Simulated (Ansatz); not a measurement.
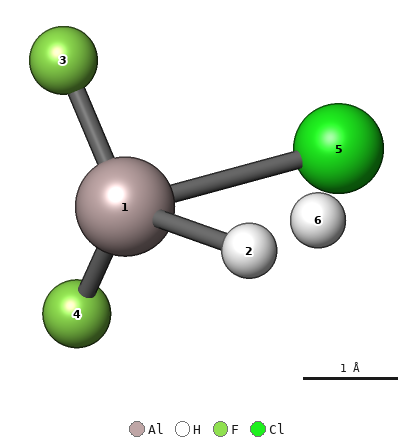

The input geometry (ball-and-stick view, seen at a tilt; atoms are numbered from 1 in the order of the input). Sticks mark near contacts.

AlH₂ClF₂: geometry relaxation

AlH₂ClF₂, computed with RKS B3LYP/def2-SVP (Ansatz 0.2.0).

The input holds or restrains some coordinates. Forces given for the steps count only the free coordinates. It belongs to a series of runs on one base structure; here: pulled along the bonds that form and break, towards end B. Figures and captions count atoms from 1; the log counts them from 0 in places.

Output:
```
The last accepted step is kept in [file] (removed where the run ends without a failure and the disk answers)
Engine: ansatz 0.2.0, aarch64-unknown-linux-gnu
Functional definition: B3LYP
  parameter a0 = 0.2
  parameter ax = 0.72
  parameter ac = 0.81
  exchange = (1 - a0 - ax)*slater_x + ax*b88_x + a0*exact_x
  correlation = (1 - ac)*vwn_rpa_c + ac*lyp_c
725 factors; integrals over basis functions are off by at most 4.2e-4 eV
mean field evaluation 1: about -24575.0186 eV, gradient 5.1e1 eV
mean field evaluation 2: about -24561.6400 eV, gradient 1.0e2 eV
mean field evaluation 4: about -24579.5281 eV, gradient 2.8e0 eV
mean field evaluation 8: about -24579.5586 eV, gradient 1.2e-1 eV
mean field evaluation 16: about -24579.5586 eV, gradient 8.6e-5 eV
mean field -24579.55859378 eV, -903.2821176982 hartree, gradient 8.6e-5 eV, S^2 0.000000; 0 other end points of the search recorded, 0 dependent functions left out
the calculation of the forces begins
reference -24579.55882488 eV, -903.2821261908 hartree; 25, 25 occupied and 49, 49 virtual orbitals, 725 factors
relax step   1: F+E_penalty+E_count = -24579.55859378 eV  Δ(F+E_penalty+E_count) = +0.000e0 eV  max|allowed force component| = 3.417e0 eV/Å  E_restraint = 22.04157331 eV  max|allowed force component, restraints' pulls added| = 2.749e1 eV/Å  Δτ_max = 0.0000 Å  (25 SCF iters, accepted)
  distance Al 0 - Cl 4 = 2.5300 Å
  distance H 5 - H 1 = 0.9840 Å
  distance Al 0 - H 1 = 1.9100 Å
  distance H 5 - Cl 4 = 1.8271 Å
these checks for a lower state are left out or cut short: starts, cluster_reference, orbital_swaps, neighbouring_geometries, increment
725 factors; integrals over basis functions are off by at most 4.0e-4 eV
mean field -24580.04410398 eV, -903.2999598691 hartree, gradient 9.7e-6 eV, S^2 0.000000; 0 other end points of the search recorded, 0 dependent functions left out
the calculation of the forces begins
reference -24580.04433796 eV, -903.2999684675 hartree; 25, 25 occupied and 49, 49 virtual orbitals, 725 factors
relax step   2: F+E_penalty+E_count = -24580.04410398 eV  Δ(F+E_penalty+E_count) = -4.855e-1 eV  max|allowed force component| = 4.466e0 eV/Å  E_restraint = 8.35769975 eV  max|allowed force component, restraints' pulls added| = 1.563e1 eV/Å  Δτ_max = 0.1949 Å  (34 SCF iters, accepted)
  distance Al 0 - Cl 4 = 2.4465 Å
  distance H 5 - H 1 = 0.7940 Å
  distance Al 0 - H 1 = 2.2289 Å
  distance H 5 - Cl 4 = 2.1113 Å
these checks for a lower state are left out or cut short: starts, cluster_reference, orbital_swaps, neighbouring_geometries, increment
725 factors; integrals over basis functions are off by at most 5.1e-4 eV
mean field evaluation 32: about -24580.6912 eV, gradient 8.3e-6 eV
mean field -24580.69117544 eV, -903.3237393064 hartree, gradient 8.3e-6 eV, S^2 0.000000; 0 other end points of the search recorded, 0 dependent functions left out
the calculation of the forces begins
reference -24580.69140504 eV, -903.3237477444 hartree; 25, 25 occupied and 49, 49 virtual orbitals, 725 factors
relax step   3: F+E_penalty+E_count = -24580.69117544 eV  Δ(F+E_penalty+E_count) = -6.471e-1 eV  max|allowed force component| = 4.046e0 eV/Å  E_restraint = 1.78903567 eV  max|allowed force component, restraints' pulls added| = 8.030e0 eV/Å  Δτ_max = 0.1948 Å  (32 SCF iters, accepted)
  distance Al 0 - Cl 4 = 2.3168 Å
  distance H 5 - H 1 = 0.7028 Å
  distance Al 0 - H 1 = 2.5015 Å
  distance H 5 - Cl 4 = 2.3625 Å
these checks for a lower state are left out or cut short: starts, cluster_reference, orbital_swaps, neighbouring_geometries, increment
725 factors; integrals over basis functions are off by at most 6.0e-4 eV
mean field -24581.23881772 eV, -903.3438647892 hartree, gradient 1.5e-5 eV, S^2 0.000000; 0 other end points of the search recorded, 0 dependent functions left out
the calculation of the forces begins
reference -24581.23904817 eV, -903.3438732579 hartree; 25, 25 occupied and 49, 49 virtual orbitals, 725 factors
relax step   4: F+E_penalty+E_count = -24581.23881772 eV  Δ(F+E_penalty+E_count) = -5.476e-1 eV  max|allowed force component| = 3.258e0 eV/Å  E_restraint = 0.08022921 eV  max|allowed force component, restraints' pulls added| = 2.521e0 eV/Å  Δτ_max = 0.1943 Å  (28 SCF iters, accepted)
  distance Al 0 - Cl 4 = 2.1938 Å
  distance H 5 - H 1 = 0.6919 Å
  distance Al 0 - H 1 = 2.7213 Å
  distance H 5 - Cl 4 = 2.5309 Å
these checks for a lower state are left out or cut short: starts, cluster_reference, orbital_swaps, neighbouring_geometries, increment
725 factors; integrals over basis functions are off by at most 5.5e-4 eV
mean field -24581.37203881 eV, -903.3487605740 hartree, gradient 7.1e-6 eV, S^2 0.000000; 0 other end points of the search recorded, 0 dependent functions left out
the calculation of the forces begins
reference -24581.37226994 eV, -903.3487690678 hartree; 25, 25 occupied and 49, 49 virtual orbitals, 725 factors
relax step   5: F+E_penalty+E_count = -24581.37203881 eV  Δ(F+E_penalty+E_count) = -1.332e-1 eV  max|allowed force component| = 2.908e0 eV/Å  E_restraint = 0.08472764 eV  max|allowed force component, restraints' pulls added| = 2.048e0 eV/Å  Δτ_max = 0.1921 Å  (31 SCF iters, accepted)
  distance Al 0 - Cl 4 = 2.1786 Å
  distance H 5 - H 1 = 0.7048 Å
  distance Al 0 - H 1 = 2.7864 Å
  distance H 5 - Cl 4 = 2.5873 Å
these checks for a lower state are left out or cut short: starts, cluster_reference, orbital_swaps, neighbouring_geometries, increment
725 factors; integrals over basis functions are off by at most 5.7e-4 eV
mean field -24581.51754700 eV, -903.3541079011 hartree, gradient 1.7e-5 eV, S^2 0.000000; 0 other end points of the search recorded, 0 dependent functions left out
the calculation of the forces begins
reference -24581.51777720 eV, -903.3541163608 hartree; 25, 25 occupied and 49, 49 virtual orbitals, 725 factors
relax step   6: F+E_penalty+E_count = -24581.51754700 eV  Δ(F+E_penalty+E_count) = -1.455e-1 eV  max|allowed force component| = 1.310e0 eV/Å  E_restraint = 0.15867132 eV  max|allowed force component, restraints' pulls added| = 1.947e0 eV/Å  Δτ_max = 0.1674 Å  (27 SCF iters, accepted)
  distance Al 0 - Cl 4 = 2.1862 Å
  distance H 5 - H 1 = 0.7527 Å
  distance Al 0 - H 1 = 2.7612 Å
  distance H 5 - Cl 4 = 2.5776 Å
these checks for a lower state are left out or cut short: starts, cluster_reference, orbital_swaps, neighbouring_geometries, increment
725 factors; integrals over basis functions are off by at most 5.6e-4 eV
mean field -24581.51596694 eV, -903.3540498351 hartree, gradient 2.4e-5 eV, S^2 0.000000; 0 other end points of the search recorded, 0 dependent functions left out
the calculation of the forces begins
reference -24581.51619624 eV, -903.3540582615 hartree; 25, 25 occupied and 49, 49 virtual orbitals, 725 factors
relax step   7: F+E_penalty+E_count = -24581.51596694 eV  Δ(F+E_penalty+E_count) = +1.580e-3 eV  max|allowed force component| = 1.159e0 eV/Å  E_restraint = 0.11912857 eV  max|allowed force component, restraints' pulls added| = 9.196e-1 eV/Å  Δτ_max = 0.1947 Å  (27 SCF iters, accepted)
  distance Al 0 - Cl 4 = 2.1824 Å
  distance H 5 - H 1 = 0.7341 Å
  distance Al 0 - H 1 = 2.7542 Å
  distance H 5 - Cl 4 = 2.5824 Å
these checks for a lower state are left out or cut short: starts, cluster_reference, orbital_swaps, neighbouring_geometries, increment
725 factors; integrals over basis functions are off by at most 5.7e-4 eV
mean field evaluation 64: about -24581.5241 eV, gradient 8.6e-2 eV
mean field -24581.52412213 eV, -903.3543495328 hartree, gradient 9.0e-6 eV, S^2 0.000000; 0 other end points of the search recorded, 0 dependent functions left out
the calculation of the forces begins
reference -24581.52435276 eV, -903.3543580084 hartree; 25, 25 occupied and 49, 49 virtual orbitals, 725 factors
relax step   8: F+E_penalty+E_count = -24581.52412213 eV  Δ(F+E_penalty+E_count) = -8.155e-3 eV  max|allowed force component| = 1.734e0 eV/Å  E_restraint = 0.09375134 eV  max|allowed force component, restraints' pulls added| = 5.472e-2 eV/Å  Δτ_max = 0.0928 Å  (27 SCF iters, accepted)
```

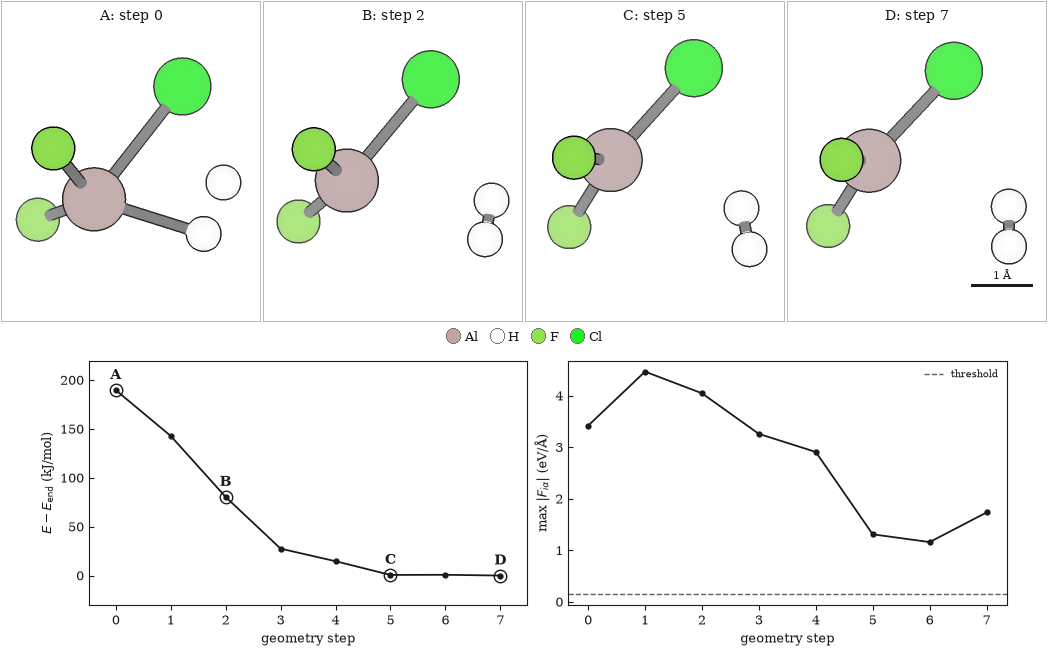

Frames of the restrained relaxation (ball-and-stick view, seen at a tilt) above the curves, on which the letters mark them (the first geometry is step 0 here and step 1 in the log).

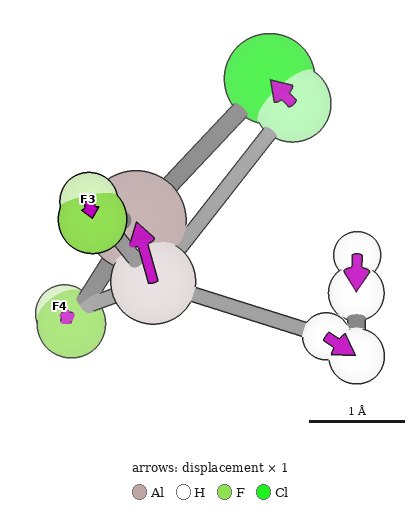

Start (faint) and end (solid) with the displacements as pink arrows, at true length (ball-and-stick view, seen at a tilt). The two geometries are laid on each other by the best rigid fit. The largest move after the best rigid fit is that of Al1, 0.71 Å. Largest moves by element: Al 0.71 Å, H 0.43 Å, Cl 0.38 Å, F 0.20 Å. Among the contacts that change: Al1–H2 1.910 → 2.753 Å, Al1–Cl5 2.530 → 2.181 Å, H2–H6 0.984 → 0.721 Å, Al1–F3 1.690 → 1.648 Å. New bonds form: H2–H6 (0.98 → 0.72 Å). Among the angles that change: F3–Al1–Cl5 97.0° → 120.0°, F4–Al1–Cl5 101.2° → 120.2°. After 7 geometry steps the energy has fallen by 189.6 kJ/mol. Largest force component: 3.4 eV/Å at the start, 1.7 eV/Å at the end. (Atoms are counted from 1 in the order of the input.)

```
  distance Al 0 - Cl 4 = 2.1806 Å
  distance H 5 - H 1 = 0.7207 Å
  distance Al 0 - H 1 = 2.7532 Å
  distance H 5 - Cl 4 = 2.5789 Å
725 factors; integrals over basis functions are off by at most 5.7e-4 eV
mean field -24581.52412213 eV, -903.3543495328 hartree, gradient 9.0e-6 eV, S^2 0.000000; 1 other end points of the search recorded, 0 dependent functions left out
the calculation of the forces begins
reference -24581.52435276 eV, -903.3543580084 hartree; 25, 25 occupied and 49, 49 virtual orbitals, 725 factors
Total energy: -24581.52435276 eV, -903.3543580084 hartree
Atom 0 at     0.023086    -0.590949    -0.375404 Å, force     0.031868    -1.317967     0.742186 eV/Å
Atom 1 at     0.012913     0.096500     2.290605 Å, force    -0.039146     1.734033     0.412198 eV/Å
Atom 2 at     1.430155     0.186023    -0.741019 Å, force     0.021052     0.000827    -0.008500 eV/Å
Atom 3 at    -1.420426     0.120693    -0.732970 Å, force    -0.014718    -0.008096    -0.005195 eV/Å
Atom 4 at     0.075378    -2.604593     0.459682 Å, force    -0.034315     1.159707    -0.740369 eV/Å
Atom 5 at     0.027993    -0.588474     2.067106 Å, force     0.035259    -1.568503    -0.400320 eV/Å
Dipole moment:    -0.001484     0.025227     0.107917 e Å
```

Trajectory as extended XYZ (Å, eV, eV/Å), 8 frames, from step=1 to step=8:
```
6
Properties=species:S:1:pos:R:3:forces:R:3 step=1 energy=-24579.55859
Al    0.0000    0.0000    0.0000    0.1361  -3.4171  -0.2337
H     0.0000    0.0000    1.9100    0.0113  -0.0740  -0.3779
F     1.4635    0.0000   -0.8450   -0.8456   0.8299   0.7755
F    -1.4635    0.0000   -0.8450    0.8427   0.7295   0.8328
Cl    0.1058   -2.3986    0.7978   -0.1254   1.4254   0.2213
H     0.0433   -0.9822    1.9502   -0.0191   0.5062  -1.2180
6
Properties=species:S:1:pos:R:3:forces:R:3 step=2 energy=-24580.04410
Al    0.0031   -0.1201   -0.1245    0.1148  -4.4662   0.2376
H     0.0014   -0.0299    2.1026   -0.0262   0.6556   0.0480
F     1.4797    0.0108   -0.8604   -0.1482   0.9900   0.3207
F    -1.4777    0.0095   -0.8585    0.2220   0.8625   0.4333
Cl    0.1064   -2.4307    0.6726   -0.1548   1.7318  -0.7064
H     0.0362   -0.8204    2.0363   -0.0077   0.2263  -0.3332
6
Properties=species:S:1:pos:R:3:forces:R:3 step=3 energy=-24580.69117
Al    0.0067   -0.2736   -0.2443    0.0296  -4.0461   0.5506
H     0.0011   -0.0130    2.2436   -0.1327   3.0489   0.5009
F     1.4890    0.0333   -0.8632    0.3017   0.9421   0.0092
F    -1.4844    0.0291   -0.8584   -0.1412   0.7777   0.1517
Cl    0.1053   -2.4487    0.5475   -0.1674   1.7553  -0.7430
H     0.0314   -0.7079    2.1429    0.1099  -2.4780  -0.4694
6
Properties=species:S:1:pos:R:3:forces:R:3 step=4 energy=-24581.23882
Al    0.0073   -0.4416   -0.3419    0.3265  -1.9040  -0.1443
H    -0.0002    0.0335    2.3376   -0.1416   3.2581   0.6091
F     1.5145    0.0836   -0.8577   -0.9454   0.2329   0.3532
F    -1.5019    0.0687   -0.8457    0.7684   0.1925   0.3463
Cl    0.1003   -2.4791    0.4661   -0.1365   1.1658  -0.5731
H     0.0292   -0.6458    2.2096    0.1285  -2.9454  -0.5913
6
Properties=species:S:1:pos:R:3:forces:R:3 step=5 energy=-24581.37204
Al    0.0289   -0.5925   -0.4477   -0.7636  -2.9076   1.7242
H    -0.0018    0.0917    2.2532   -0.0998   2.4930   0.3771
F     1.3944    0.1647   -0.7316    2.0483   1.1106  -0.5613
F    -1.3867    0.1300   -0.7086   -1.2276   0.5697  -0.3508
Cl    0.0880   -2.5711    0.4619   -0.0530   1.0202  -0.8577
H     0.0264   -0.6035    2.1409    0.0956  -2.2858  -0.3316
6
Properties=species:S:1:pos:R:3:forces:R:3 step=6 energy=-24581.51755
Al    0.0500   -0.6025   -0.3239    0.3223  -0.9519   0.2472
H    -0.0244    0.0936    2.3471    0.0049   0.5094  -0.0050
F     1.4274    0.1792   -0.8430   -0.3105  -0.3300   0.2856
F    -1.3771    0.1585   -0.6653   -0.0014  -0.1421   0.1151
Cl    0.1093   -2.6410    0.4636   -0.0304   1.3096  -0.6816
H    -0.0361   -0.5687    1.9896    0.0150  -0.3949   0.0387
6
Properties=species:S:1:pos:R:3:forces:R:3 step=7 energy=-24581.51597
Al    0.0045   -0.6216   -0.4083    0.6307  -0.8317   0.9996
H     0.0251    0.1219    2.2435   -0.0462   1.1593   0.2065
F     1.4379    0.2032   -0.6501   -0.6020  -0.3749  -0.0617
F    -1.4389    0.1214   -0.7040    0.0450  -0.0800  -0.1261
Cl    0.0668   -2.6251    0.4547   -0.0596   1.1405  -0.8476
H     0.0536   -0.5805    2.0322    0.0321  -1.0132  -0.1706
6
Properties=species:S:1:pos:R:3:forces:R:3 step=8 energy=-24581.52412
Al    0.0231   -0.5909   -0.3754    0.0319  -1.3180   0.7422
H     0.0129    0.0965    2.2906   -0.0391   1.7340   0.4122
F     1.4302    0.1860   -0.7410    0.0211   0.0008  -0.0085
F    -1.4204    0.1207   -0.7330   -0.0147  -0.0081  -0.0052
Cl    0.0754   -2.6046    0.4597   -0.0343   1.1597  -0.7404
H     0.0280   -0.5885    2.0671    0.0353  -1.5685  -0.4003
```

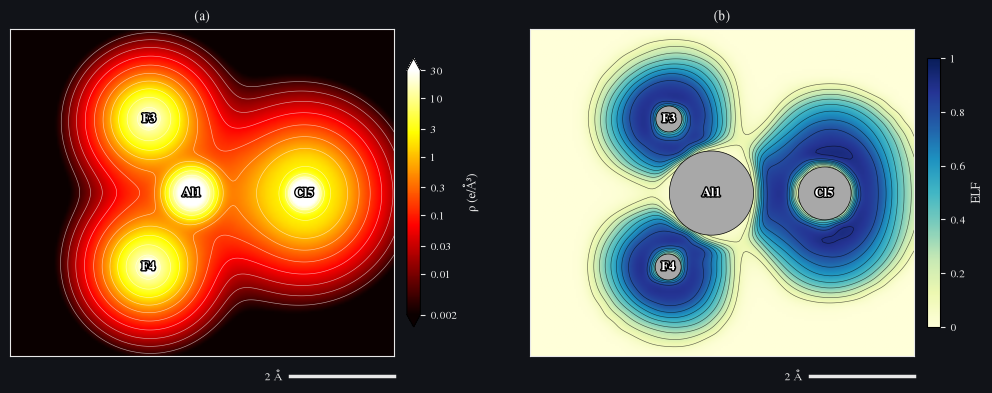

(a) electron density; (b) ELF on the plane of atoms F4, Al1 and Cl5. Grey discs, where drawn, cover atomic cores. Al–F (1.65 Å): ρ at the midpoint is about 0.84 e/Å³; the ELF peaks at about 0.85 in the valence shell of F, 0.6 Å from its nucleus, and is about 0.30 at the midpoint.

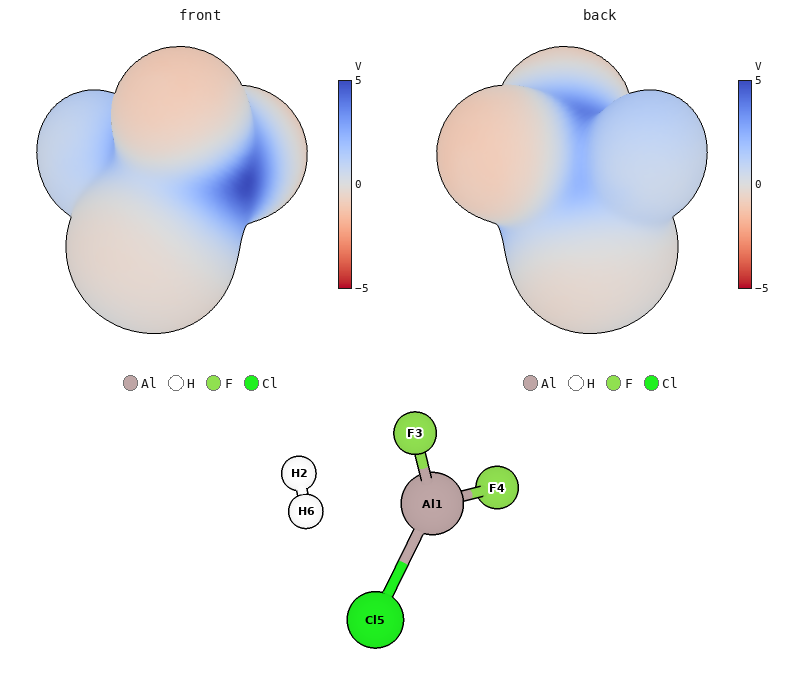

The molecular electrostatic potential painted on the density surface at 0.002 e/bohr³, seen at a tilt and from behind; the colour scale runs from red (negative) to blue (positive). The bare structure is drawn below in the same view. A positive charge is drawn to the negative regions and a negative charge to the positive ones.

The run was set up as follows.

Input file:
```yaml
crystal:
  periodic: [false, false, false]
  atoms:
    - { symbol: Al, position_ang: [0.0, 0.0, 0.0] }
    - { symbol: H, position_ang: [0.0, 0.0, 1.91] }
    - { symbol: F, position_ang: [1.4635, 0.0, -0.845] }
    - { symbol: F, position_ang: [-1.4635, 0.0, -0.845] }
    - { symbol: Cl, position_ang: [0.1058, -2.3986, 0.7978] }
    - { symbol: H, position_ang: [0.0433, -0.9822, 1.9502] }
basis:
  gaussian: { orbitals: def2-SVP }
hamiltonian:
  xc: b3lyp
relax:
  f_tol: 0.15
  max_steps: 25
  restrain:
    - { distance: [0, 4], at: 2.23, k: 30.0 }
    - { distance: [5, 1], at: 0.66, k: 30.0 }
    - { distance: [0, 1], at: 2.76, k: 30.0 }
    - { distance: [5, 4], at: 2.57, k: 30.0 }
output:
  orbitals: {}
```

Run as:
```bash
ansatz run input.yaml --threads 1 --pin off --max-ram 2048MiB --backend cpu --events-out ev --progress --plain --runs-dir out
```

Results in brief:

| quantity | value |
| --- | --- |
| outcome | converged under the restraints of the input |
| total energy | −24581.5244 eV |
| mean-field energy | −24581.5244 eV |
| largest force (length of the vector) at the end, held atoms and coordinates included | 1.783 eV/Å |
| hardware | 1 thread of Arm Neoverse V2, 24 GiB of memory available, shared host |
| wall time | 21 s |
| peak memory | 0.14 GiB |
